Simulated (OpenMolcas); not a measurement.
## Cr²⁺ complex: multiconfigurational calculation (part 2 of 2)

The same run, continued: Cr²⁺ with 4 ligands (Cl; tetrahedron, 2.43 Å), neutralised by 4 outer point charges of +0.5 e, whose field is part of the energies. Method: state-averaged CASSCF, active space 4 electrons in the shell 3d, basis ANO-RCC-VDZP on the metal and ANO-RCC-VDZP on the ligands, DKH2 scalar Hamiltonian, spin-orbit coupling by RASSI with atomic mean-field integrals (OpenMolcas).

**The program's output (extracts), continued**
```
--- RASSI ---
SPIN-FREE ENERGIES:
  (Shifted by EMIN (a.u.) =      -2894.1201748138)

 SF State       Relative EMIN(au)   Rel lowest level(eV)    D:o, cm**(-1)

     1             0.0000000000        0.0000000000              0.0000
     2             0.0000000000        0.0000000000              0.0000
     3             0.0000000000        0.0000000000              0.0000
     4             0.0116236129        0.3162946188           2551.0881
     5             0.0116236129        0.3162946188           2551.0881
     6             0.0793431162        2.1590361811          17413.8012
     7             0.0793431162        2.1590361811          17413.8012
     8             0.0793431162        2.1590361811          17413.8012
     9             0.0837965894        2.2802213609          18391.2256
    10             0.0837965894        2.2802213609          18391.2256
    11             0.0837965894        2.2802213609          18391.2256
    12             0.0888478886        2.4176742145          19499.8576
    13             0.0888478886        2.4176742145          19499.8576
    14             0.0888478886        2.4176742145          19499.8576
    15             0.0925575950        2.5186204665          20314.0440
    16             0.0925575950        2.5186204665          20314.0440
    17             0.0978989966        2.6639674105          21486.3462
    18             0.0978989966        2.6639674105          21486.3462
    19             0.0978989966        2.6639674105          21486.3462
    20             0.1002478525        2.7278830356          22001.8605
    21             0.1002478525        2.7278830356          22001.8605
    22             0.1002478525        2.7278830356          22001.8605
    23             0.1052455570        2.8638775025          23098.7298
    24             0.1052455570        2.8638775025          23098.7298
    25             0.1052455570        2.8638775025          23098.7298
    26             0.1066363784        2.9017236807          23403.9798
    27             0.1075745091        2.9272515186          23609.8757
    28             0.1075745091        2.9272515186          23609.8757
    29             0.1075745091        2.9272515186          23609.8757
    51             0.1111262096        3.0238982109          24389.3839
    31             0.1117210382        3.0400843213          24519.9337
    30             0.1117210382        3.0400843213          24519.9337
    52             0.1185064052        3.2247235645          26009.1496
    53             0.1185064052        3.2247235645          26009.1496
    54             0.1185064052        3.2247235645          26009.1496
    32             0.1187419098        3.2311319711          26060.8369
    33             0.1189066544        3.2356148988          26096.9941
    34             0.1189066544        3.2356148988          26096.9941
    35             0.1189066544        3.2356148988          26096.9941
    55             0.1256342818        3.4186829674          27573.5377
Eigenvalues of complex Hamiltonian:
   -----------------------------------
  (Shifted by EMIN (a.u.) =      -2894.1201748138)

 SO State       Relative EMIN(au)   Rel lowest level(eV)    D:o, cm**(-1)

     1            -0.0007280434        0.0000000000              0.0000
     2            -0.0006414788        0.0023555426             18.9987
     3            -0.0006414788        0.0023555423             18.9987
     4            -0.0006414788        0.0023555424             18.9987
     5            -0.0005631450        0.0044871138             36.1910
     6            -0.0005631450        0.0044871138             36.1910
     7            -0.0005631450        0.0044871138             36.1910
     8             0.0001386939        0.0235851236            190.2269
     9             0.0001386939        0.0235851236            190.2269
    10             0.0001909232        0.0250063534            201.6898
    11             0.0001909232        0.0250063533            201.6898
    12             0.0001909232        0.0250063534            201.6898
    13             0.0007115007        0.0391719892            315.9434
    14             0.0007115007        0.0391719892            315.9434
    15             0.0007115007        0.0391719893            315.9434
    16             0.0115977178        0.3354010483           2705.1919
    17             0.0116300117        0.3362798089           2712.2796
    18             0.0116300117        0.3362798089           2712.2796
    19             0.0116300117        0.3362798090           2712.2796
    20             0.0116619279        0.3371482941           2719.2844
    21             0.0116619279        0.3371482941           2719.2844
    22             0.0116900454        0.3379134106           2725.4555
    23             0.0116900454        0.3379134106           2725.4555
    24             0.0116900454        0.3379134106           2725.4555
    25             0.0117180011        0.3386741243           2731.5910
    26             0.0783402673        2.1515583426          17353.4883
    27             0.0789246912        2.1674613257          17481.7546
    28             0.0789246912        2.1674613257          17481.7546
    29             0.0789246912        2.1674613260          17481.7546
    30             0.0795776615        2.1852295527          17625.0650
    31             0.0795776615        2.1852295530          17625.0650
    32             0.0796466813        2.1871076761          17640.2131
    33             0.0796466812        2.1871076758          17640.2131
    34             0.0796466813        2.1871076762          17640.2131
    35             0.0835064830        2.2921382326          18487.3416
    36             0.0835064830        2.2921382329          18487.3416
    37             0.0835064830        2.2921382329          18487.3416
    38             0.0836141431        2.2950678123          18510.9703
    39             0.0836141431        2.2950678120          18510.9703
    40             0.0839489513        2.3041784079          18584.4522
    41             0.0839489513        2.3041784076          18584.4522
Weights of the five most important spin-orbit-free states for each spin-orbit state.

 SO State  Total energy (au)           Spin-free states, spin, and weights
 -------------------------------------------------------------------------------------------------------
    1        -0.000728       1 2.0  0.3291    2 2.0  0.3291    3 2.0  0.3291    4 2.0  0.0060    5 2.0  0.0060
    2        -0.000641       3 2.0  0.5338    2 2.0  0.3989    1 2.0  0.0601    5 2.0  0.0044    4 2.0  0.0023
    3        -0.000641       1 2.0  0.5505    2 2.0  0.3943    3 2.0  0.0480    5 2.0  0.0043    4 2.0  0.0025
    4        -0.000641       3 2.0  0.4110    1 2.0  0.3822    2 2.0  0.1995    4 2.0  0.0053    5 2.0  0.0014
    5        -0.000563       2 2.0  0.4800    3 2.0  0.2663    1 2.0  0.2521    5 2.0  0.0012    4 2.0  0.0001
    6        -0.000563       3 2.0  0.4005    1 2.0  0.3166    2 2.0  0.2813    4 2.0  0.0010    5 2.0  0.0003
    7        -0.000563       1 2.0  0.4297    3 2.0  0.3315    2 2.0  0.2371    4 2.0  0.0009    5 2.0  0.0004
    8         0.000139       2 2.0  0.5015    3 2.0  0.2841    1 2.0  0.2072    4 2.0  0.0034    5 2.0  0.0034
    9         0.000139       1 2.0  0.4547    3 2.0  0.3778    2 2.0  0.1603    5 2.0  0.0034    4 2.0  0.0034
   10         0.000191       3 2.0  0.3849    1 2.0  0.3406    2 2.0  0.2716    4 2.0  0.0020    5 2.0  0.0006
   11         0.000191       3 2.0  0.5663    2 2.0  0.3187    1 2.0  0.1120    5 2.0  0.0018    4 2.0  0.0009
   12         0.000191       1 2.0  0.5445    2 2.0  0.4067    3 2.0  0.0458    5 2.0  0.0016    4 2.0  0.0011
```

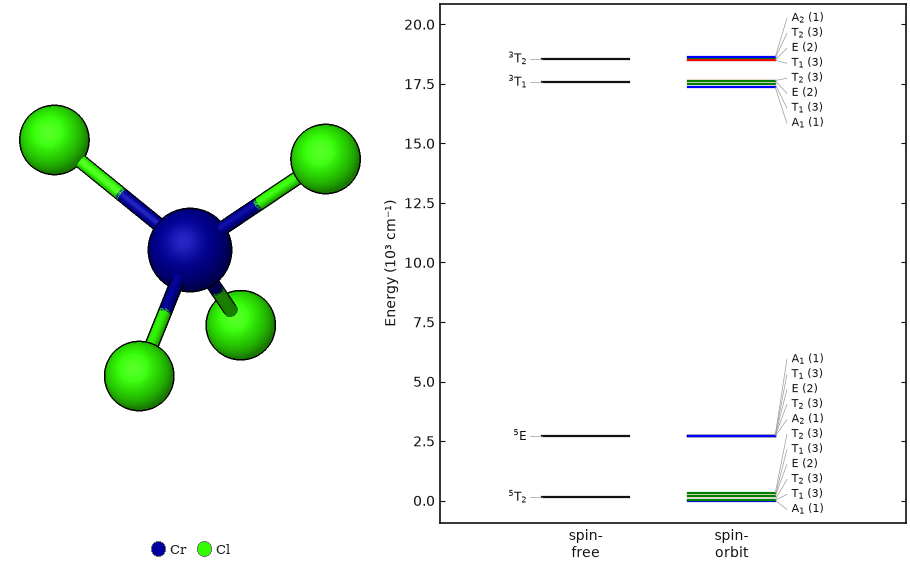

*Cr²⁺ (3d⁴) with 4 ligands, Cl⁻, at 2.43 Å (arrangement: tetrahedron, Td), neutralised by outer point charges of +0.5 e, and its levels. Labels give the representation in O, Td, D4 or D3 as the site allows (double group for half-integer spin) where it could be assigned and, in brackets, the degeneracy; spin-free states, where drawn, share the zero of the spin-orbit levels.*

The ground level is A₁, non-degenerate, 100 % from states of spin multiplicity 5. The next level lies at 19 cm⁻¹ (T₁). The lowest spin-free state is ⁵T₂, from the free-ion D term; of the same spin there follows at 2,550 cm⁻¹ (⁵E) above it. The active orbitals hold 95 to 98 % metal character (Löwdin), and the Mulliken charge of the metal is +1.36.

Outcome of the run: converged.
